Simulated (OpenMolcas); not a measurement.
## Multiconfigurational calculation for V²⁺ complex

V²⁺ with 6 ligands (O; octahedron, 2.147 Å), embedded in MgO by model potentials and point charges, whose field is part of the energies. Computed at this level: state-averaged CASSCF, active space 3 electrons in the shell 3d, basis ANO-RCC-VDZP on the metal and ANO-RCC-VDZP on the ligands, DKH2 scalar Hamiltonian, spin-orbit coupling by RASSI with atomic mean-field integrals (OpenMolcas).

## Results in brief

- outcome: converged
- energy of the lowest spin-free term: −1407.54830 hartree
- energy of the lowest spin-orbit level: −1407.54832 hartree
- largest spread among components of a term: 0.0 cm⁻¹
- hardware: 1 thread of Arm Neoverse V1, 24 GiB of memory available, shared host
- wall time: 23 s
- peak memory: 0.18 GiB

## Remarks

Without dynamic correlation the splittings between terms come out too large, often by 20 to 50 %. To bear in mind: the geometry is set by hand, with no relaxation.

## Input
```
&GATEWAY
Basis set
V.ANO-RCC-VDZP.
V1 0.0 0.0 0.0 Angstrom
End of basis
Basis set
O.ANO-RCC-VDZP.
L1 2.147000 0.000000 0.000000 Angstrom
L2 0.000000 2.147000 0.000000 Angstrom
L3 0.000000 0.000000 2.147000 Angstrom
End of basis
Basis set
Mg.EMB-AIMP.Pascual.10s4p.1s1p.ECP.MgO.
PseudoCharge
* 3 symmetry-unique lattice sites within 7.6 angstrom
End of basis
Basis set
Mg.EMB-AIMP.Pascual.0s.0s.ECP.MgO.
PseudoCharge
* 40 symmetry-unique lattice sites within 7.6 angstrom
End of basis
Basis set
O.EMB-AIMP.Pascual.0s.0s.ECP.MgO.
PseudoCharge
* 55 symmetry-unique lattice sites within 7.6 angstrom
End of basis
Symmetry
XYZ
AngMom=0.0 0.0 0.0
AMFI
RICD
XField
997 Angstrom 0
* Evjen-weighted lattice charges
&SEWARD
&RASSCF
FileOrb=start.orb
Symmetry=1
Spin=4
nActEl=3 0 0
Inactive=18 21
Ras2=5 0
CIRoot=10 10 1
SDav=10
CIMx=300
Iter=150 100
PrWF=0.3
OrbListing=Nothing
MaxOrb=0
LevShft=1.0
>>> COPY $Project.JobIph JOB001
&RASSCF
FileOrb=start.orb
Symmetry=1
Spin=2
nActEl=3 0 0
Inactive=18 21
Ras2=5 0
CIRoot=40 40 1
SDav=40
CIMx=300
Iter=150 100
PrWF=0.3
OrbListing=Nothing
MaxOrb=0
LevShft=1.0
>>> COPY $Project.JobIph JOB002
&RASSI
NrOfJobIphs=2 10 40
1 2 3 4 5 6 7 8 9 10
1 2 3 4 5 6 7 8 9 10 11 12 13 14 15 16 17 18 19 20 21 22 23 24 25 26 27
28 29 30 31 32 33 34 35 36 37 38 39 40
IphNames
JOB001
JOB002
EJob
SpinOrbit
DIPRint=1.0
SOCoupling=1000.0
Subsets=2
Property=9
'ANGMOM' 1 'ANGMOM' 2 'ANGMOM' 3 'MLTPL  1' 1 'MLTPL  1' 2 'MLTPL  1' 3
'AMFI' 1 'AMFI' 2 'AMFI' 3
SOProperty=3
'ANGMOM' 1 'ANGMOM' 2 'ANGMOM' 3
```

The file start.orb holds starting orbitals from an earlier step. A driver script formed the levels outside the program, from RASSI's spin-orbit matrix and the active-space energies, averaged over the components of each term or state.

Command:
```bash
OMP_NUM_THREADS=1 MOLCAS_MEM=2457 MOLCAS_PROJECT=a pymolcas a.inp > a.log  # once for each step of the input, in one work folder
```

## Log (extracts)
```
--- SEWARD ---
Basis set label: V.ANO-RCC...5S4P2D1F.

      Electronic valence basis set:
      ------------------
      Associated Effective Charge  23.000000 au
      Associated Actual Charge     23.000000 au
      Nuclear Model: Point charge

      Shell  nPrim  nBasis  Cartesian Spherical Contaminant
         s      21       5        X
         p      15       4        X
         d      10       2                 X
         f       6       1                 X
                  Relativistic Douglas-Kroll-Hess integrals:
                    - DKH order of Hamiltonian: 2
                    - DKH order of Properties : 0
                  Atomic mean-field integrals
--- RASSCF ---
Wave function specifications:
      -----------------------------

      Number of closed shell electrons          78
      Number of electrons in active shells       3
      Max number of holes in RAS1 space          0
      Max nr of electrons in RAS3 space          0
      Number of inactive orbitals               39
      Number of active orbitals                  5
      Number of secondary orbitals              98
      Spin quantum number                      1.5
      State symmetry                             1
Orbital specifications:
      -----------------------

      Symmetry species                           1   2
                                                ag  au
      Frozen orbitals                            0   0
      Inactive orbitals                         18  21
      Active orbitals                            5   0
      RAS1 orbitals                              0   0
      RAS2 orbitals                              5   0
      RAS3 orbitals                              0   0
      Secondary orbitals                        46  52
      Deleted orbitals                           0   0
      Number of basis functions                 69  73
      Number of CSFs                            10
      Number of root(s) required                10
      Iter CI   SX   CI       RASSCF       Energy    max ROT     max BLB   max BLB  Level Ln srch  Step   QN
          iter iter root      energy       change     param      element    value   shift minimum  type update
 Nr of preliminary CI iterations:   1
      Total energies have been shifted. Add                -1000.00 au
        1   1   10    0  -405.58659978    0.00E+00   7.05E-02    8  35 2 -4.94E-01*  0.82   0.00    SX    NO
        2   1   11    0  -407.17827027   -1.59E+00* -5.44E-02   18  58 1  1.69E-01*  0.62   0.00    SX    NO
        3   1   10    0  -407.41416381   -2.36E-01* -2.07E-02   18  21 1  3.94E-02*  0.69   0.00    SX    NO
        4   1   10    0  -407.43768867   -2.35E-02* -1.15E-02   21  24 2  2.24E-02*  0.70   0.00    SX    NO
        5   1    9    0  -407.44363065   -5.94E-03* -1.20E-02   21  24 2  1.21E-02*  0.70   2.13    LS   YES
        6   1    9    0  -407.44594307   -2.31E-03* -4.24E-03    7  41 1 -4.41E-03*  0.71   1.08    QN   YES
        7   1    8    0  -407.44624515   -3.02E-04* -1.72E-03    5  33 2 -3.14E-03*  0.71   1.44    QN   YES
        8   1    7    0  -407.44631942   -7.43E-05*  4.91E-04    8  22 1  6.50E-04*  0.71   1.13    QN   YES
        9   1    7    0  -407.44632471   -5.29E-06*  2.29E-04    8  22 1  2.93E-04*  0.71   1.47    LS   YES
       10   1    7    0  -407.44632533   -6.21E-07* -1.93E-04   16  34 1  2.41E-04*  0.71   1.01    QN   YES
       11   1    6    0  -407.44632603   -6.93E-07* -7.86E-05    6  34 2  1.15E-04*  0.71   1.36    QN   YES
       12   1    5    0  -407.44632613   -1.07E-07*  9.85E-06   21  62 2 -2.38E-05   0.71   1.06    QN   YES
       13   1    5    0  -407.44632614   -4.00E-09   3.91E-06   21  62 2 -6.76E-06   0.71   1.20    QN   YES
      Convergence after 13 iterations
       14   1    5    0  -407.44632614   -1.35E-09   3.91E-06    9  35 2  1.74E-06   0.71   1.20    QN   YES
      Natural orbitals and occupation numbers for root  1
      sym 1:   1.000000   1.000000   0.000000   1.000000  -0.000000
      Natural orbitals and occupation numbers for root  2
      sym 1:   0.000007   0.999993   0.000007   1.000000   0.999993
      Natural orbitals and occupation numbers for root  3
      sym 1:   0.999831   1.000000   0.999831   0.000169   0.000169
::    RASSCF root number  1 Total energy:  -1407.54829700
::    RASSCF root number  2 Total energy:  -1407.47929405
::    RASSCF root number  3 Total energy:  -1407.47929405
::    RASSCF root number  4 Total energy:  -1407.47929405
::    RASSCF root number  5 Total energy:  -1407.44232545
::    RASSCF root number  6 Total energy:  -1407.44232545
::    RASSCF root number  7 Total energy:  -1407.44232545
::    RASSCF root number  8 Total energy:  -1407.38336863
::    RASSCF root number  9 Total energy:  -1407.38336863
::    RASSCF root number 10 Total energy:  -1407.38336863
--- RASSCF ---
Wave function specifications:
      -----------------------------

      Number of closed shell electrons          78
      Number of electrons in active shells       3
      Max number of holes in RAS1 space          0
      Max nr of electrons in RAS3 space          0
      Number of inactive orbitals               39
      Number of active orbitals                  5
      Number of secondary orbitals              98
      Spin quantum number                      0.5
      State symmetry                             1
Orbital specifications:
      -----------------------

      Symmetry species                           1   2
                                                ag  au
      Frozen orbitals                            0   0
      Inactive orbitals                         18  21
      Active orbitals                            5   0
      RAS1 orbitals                              0   0
      RAS2 orbitals                              5   0
      RAS3 orbitals                              0   0
      Secondary orbitals                        46  52
      Deleted orbitals                           0   0
      Number of basis functions                 69  73
      Number of CSFs                            40
      Number of root(s) required                40
      Iter CI   SX   CI       RASSCF       Energy    max ROT     max BLB   max BLB  Level Ln srch  Step   QN
          iter iter root      energy       change     param      element    value   shift minimum  type update
 Nr of preliminary CI iterations:   1
      Total energies have been shifted. Add                -1000.00 au
        1   1   10    0  -407.35642721    0.00E+00  -1.09E-02   21  27 1 -1.17E-02*  0.68   0.00    SX    NO
        2   1    9    0  -407.35741429   -9.87E-04* -3.13E-03    9  34 2 -8.39E-03*  0.67   0.00    SX    NO
        3   1    9    0  -407.35762248   -2.08E-04*  1.89E-03   14  21 1  2.81E-03*  0.67   0.00    SX    NO
        4   1    8    0  -407.35767507   -5.26E-05*  9.10E-04   14  21 1  1.69E-03*  0.67   0.00    SX    NO
        5   1    8    0  -407.35768944   -1.44E-05*  1.01E-03   14  21 1  9.09E-04*  0.67   2.12    LS   YES
        6   1    6    0  -407.35769496   -5.53E-06*  7.40E-05    9  34 2  4.47E-04*  0.67   1.00    QN   YES
        7   1    6    0  -407.35769514   -1.73E-07* -6.01E-05   21  27 1  5.88E-05   0.67   1.10    QN   YES
        8   1    5    0  -407.35769522   -8.15E-08* -1.97E-05    9  34 2 -1.60E-05   0.67   1.04    QN   YES
        9   1    5    0  -407.35769522   -3.56E-09  -2.58E-06    9  34 2 -4.54E-06   0.67   1.08    QN   YES
      Convergence after  9 iterations
       10   1    5    0  -407.35769522   -1.56E-10  -2.58E-06   12  22 1  2.37E-06   0.67   1.08    QN   YES
      Natural orbitals and occupation numbers for root  1
      sym 1:   0.974696   1.008917   0.007670   0.973023   0.035694
      Natural orbitals and occupation numbers for root  2
      sym 1:   0.996395   0.962174   0.035694   0.998067   0.007670
      Natural orbitals and occupation numbers for root  3
      sym 1:   0.972401   0.994641   0.013211   0.994874   0.024872
::    RASSCF root number  1 Total energy:  -1407.47552380
::    RASSCF root number  2 Total energy:  -1407.47552380
::    RASSCF root number  3 Total energy:  -1407.47196479
::    RASSCF root number  4 Total energy:  -1407.47196479
::    RASSCF root number  5 Total energy:  -1407.47196479
::    RASSCF root number  6 Total energy:  -1407.44222998
::    RASSCF root number  7 Total energy:  -1407.44222998
::    RASSCF root number  8 Total energy:  -1407.44222998
::    RASSCF root number  9 Total energy:  -1407.41899872
::    RASSCF root number 10 Total energy:  -1407.40499427
::    RASSCF root number 11 Total energy:  -1407.40499427
::    RASSCF root number 12 Total energy:  -1407.40499427
::    RASSCF root number 13 Total energy:  -1407.40328660
::    RASSCF root number 14 Total energy:  -1407.40328660
::    RASSCF root number 15 Total energy:  -1407.40328660
::    RASSCF root number 16 Total energy:  -1407.39574906
::    RASSCF root number 17 Total energy:  -1407.39574906
::    RASSCF root number 18 Total energy:  -1407.37596783
::    RASSCF root number 19 Total energy:  -1407.37596783
::    RASSCF root number 20 Total energy:  -1407.37596783
::    RASSCF root number 21 Total energy:  -1407.34675571
::    RASSCF root number 22 Total energy:  -1407.34675571
::    RASSCF root number 23 Total energy:  -1407.34675571
::    RASSCF root number 24 Total energy:  -1407.33839588
::    RASSCF root number 25 Total energy:  -1407.33284112
::    RASSCF root number 26 Total energy:  -1407.33284112
::    RASSCF root number 27 Total energy:  -1407.33284112
::    RASSCF root number 28 Total energy:  -1407.31915063
::    RASSCF root number 29 Total energy:  -1407.31915063
::    RASSCF root number 30 Total energy:  -1407.31915063
--- RASSI ---
SPIN-FREE ENERGIES:
  (Shifted by EMIN (a.u.) =      -1407.5482970036)

 SF State       Relative EMIN(au)   Rel lowest level(eV)    D:o, cm**(-1)

     1             0.0000000000        0.0000000000              0.0000
     2             0.0690029486        1.8776658874          15144.3967
     3             0.0690029486        1.8776658874          15144.3967
     4             0.0690029486        1.8776658874          15144.3967
    11             0.0727732002        1.9802596585          15971.8713
    12             0.0727732002        1.9802596585          15971.8713
    13             0.0763322101        2.0771052520          16752.9837
    14             0.0763322101        2.0771052520          16752.9837
    15             0.0763322101        2.0771052520          16752.9837
     5             0.1059715570        2.8836329681          23258.0684
     6             0.1059715570        2.8836329681          23258.0684
     7             0.1059715570        2.8836329681          23258.0684
    16             0.1060670257        2.8862308050          23279.0214
    17             0.1060670257        2.8862308050          23279.0214
    18             0.1060670257        2.8862308050          23279.0214
    19             0.1292982855        3.5183855880          28377.6935
    20             0.1433027358        3.8994660948          31451.3151
    21             0.1433027358        3.8994660948          31451.3151
    22             0.1433027358        3.8994660948          31451.3151
    23             0.1450104041        3.9459341144          31826.1050
    24             0.1450104041        3.9459341144          31826.1050
    25             0.1450104041        3.9459341144          31826.1050
    26             0.1525479402        4.1510409213          33480.4029
    27             0.1525479402        4.1510409213          33480.4029
    10             0.1649283776        4.4879297871          36197.5949
     8             0.1649283776        4.4879297871          36197.5949
     9             0.1649283776        4.4879297871          36197.5949
    28             0.1723291690        4.6893155804          37821.8808
    29             0.1723291690        4.6893155804          37821.8808
    30             0.1723291690        4.6893155804          37821.8808
    31             0.2015412929        5.4842179670          44233.2010
    32             0.2015412929        5.4842179670          44233.2010
    33             0.2015412929        5.4842179670          44233.2010
    34             0.2099011202        5.7117004560          46067.9710
    35             0.2154558877        5.8628533803          47287.1015
    36             0.2154558877        5.8628533803          47287.1015
    37             0.2154558877        5.8628533803          47287.1015
    38             0.2291463750        6.2353905164          50291.8162
    39             0.2291463750        6.2353905164          50291.8162
    40             0.2291463750        6.2353905164          50291.8162
Eigenvalues of complex Hamiltonian:
   -----------------------------------
  (Shifted by EMIN (a.u.) =      -1407.5482970036)

 SO State       Relative EMIN(au)   Rel lowest level(eV)    D:o, cm**(-1)

     1            -0.0000260202        0.0000000000              0.0000
     2            -0.0000260202        0.0000000000              0.0000
     3            -0.0000260202        0.0000000000              0.0000
     4            -0.0000260202        0.0000000000              0.0000
     5             0.0686803761        1.8695962857          15079.3110
     6             0.0686803761        1.8695962857          15079.3110
     7             0.0688044579        1.8729727247          15106.5438
     8             0.0688044579        1.8729727247          15106.5438
     9             0.0688044579        1.8729727247          15106.5438
    10             0.0688044579        1.8729727247          15106.5438
    11             0.0689765262        1.8776549403          15144.3084
    12             0.0689765262        1.8776549403          15144.3084
    13             0.0689765262        1.8776549403          15144.3084
    14             0.0689765262        1.8776549403          15144.3084
    15             0.0691401093        1.8821062632          15180.2108
    16             0.0691401093        1.8821062632          15180.2108
    17             0.0729628366        1.9861279733          16019.2024
    18             0.0729628366        1.9861279733          16019.2024
    19             0.0729628366        1.9861279733          16019.2024
    20             0.0729628366        1.9861279733          16019.2024
    21             0.0762268185        2.0749454440          16735.5636
    22             0.0762268185        2.0749454440          16735.5636
    23             0.0762268185        2.0749454444          16735.5636
    24             0.0762268185        2.0749454444          16735.5636
    25             0.0765276735        2.0831321260          16801.5937
    26             0.0765276735        2.0831321260          16801.5937
    27             0.1051098903        2.8608938685          23074.6652
    28             0.1051098903        2.8608938685          23074.6652
    29             0.1052315886        2.8642054470          23101.3749
    30             0.1052315886        2.8642054472          23101.3749
    31             0.1052315886        2.8642054470          23101.3749
    32             0.1052315886        2.8642054472          23101.3749
    33             0.1060797157        2.8872841618          23287.5173
    34             0.1060797157        2.8872841618          23287.5173
    35             0.1060797157        2.8872841617          23287.5173
    36             0.1060797157        2.8872841617          23287.5173
    37             0.1063723855        2.8952481119          23351.7509
    38             0.1063723855        2.8952481119          23351.7509
    39             0.1065045382        2.8988441698          23380.7550
    40             0.1065045382        2.8988441698          23380.7550
    41             0.1065045382        2.8988441698          23380.7550
Weights of the five most important spin-orbit-free states for each spin-orbit state.

 SO State  Total energy (au)           Spin-free states, spin, and weights
 -------------------------------------------------------------------------------------------------------
    1        -0.000026       1 1.5  0.9997    3 1.5  0.0001    2 1.5  0.0001   16 0.5  0.0000    4 1.5  0.0000
    2        -0.000026       1 1.5  0.9997    2 1.5  0.0001    4 1.5  0.0001    3 1.5  0.0000   17 0.5  0.0000
    3        -0.000026       1 1.5  0.9997    4 1.5  0.0001    3 1.5  0.0001    2 1.5  0.0000   18 0.5  0.0000
    4        -0.000026       1 1.5  0.9997    3 1.5  0.0001    4 1.5  0.0001    2 1.5  0.0001   18 0.5  0.0000
    5         0.068680       3 1.5  0.3333    4 1.5  0.3333    2 1.5  0.3333    7 1.5  0.0000    6 1.5  0.0000
    6         0.068680       4 1.5  0.3333    3 1.5  0.3333    2 1.5  0.3333    7 1.5  0.0000    6 1.5  0.0000
    7         0.068804       3 1.5  0.3408    4 1.5  0.3209    2 1.5  0.3110   11 0.5  0.0236   12 0.5  0.0028
    8         0.068804       3 1.5  0.3334    2 1.5  0.3325    4 1.5  0.3069   12 0.5  0.0190   11 0.5  0.0074
    9         0.068804       4 1.5  0.3416    2 1.5  0.3160    3 1.5  0.3151   11 0.5  0.0190   12 0.5  0.0074
   10         0.068804       2 1.5  0.3375    4 1.5  0.3276    3 1.5  0.3076   12 0.5  0.0236   11 0.5  0.0028
   11         0.068977       4 1.5  0.3237    3 1.5  0.3228    2 1.5  0.3224   11 0.5  0.0244   12 0.5  0.0041
   12         0.068977       2 1.5  0.3237    4 1.5  0.3226    3 1.5  0.3225   12 0.5  0.0284   15 0.5  0.0015
```

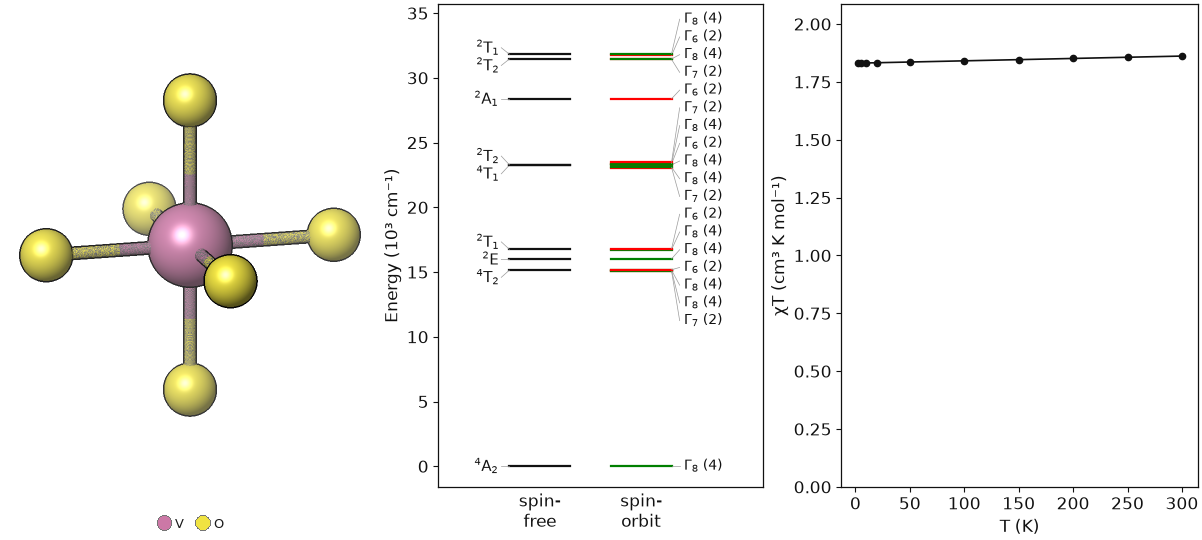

Figure 1. V²⁺ (3d³) as a dopant in MgO, a cluster with its 6 nearest O²⁻ at 2.147 Å (octahedron) embedded in model potentials and point charges; the geometry was set, not optimised, and its levels and susceptibility. Labels give the representation in O, Td, D4 or D3 as the site allows (double group for half-integer spin) where it could be assigned and, in brackets, the degeneracy; spin-free states, where drawn, share the zero of the spin-orbit levels. Powder susceptibility by Van Vleck's formula. The ground level is Γ₈, 4-fold degenerate, 100 % from states of spin multiplicity 4. The next level lies at 15,100 cm⁻¹ (Γ₇). The lowest spin-free state is ⁴A₂; of the same spin there follow at 15,100 cm⁻¹ (⁴T₂) and 23,300 cm⁻¹ (⁴T₁) above it. χT is 1.83 cm³ K mol⁻¹ at 2 K and 1.86 at 300 K, an effective moment of 3.86 μB. The active orbitals hold 90 to 95 % metal character (Löwdin), and the Mulliken charge of the metal is +1.60.
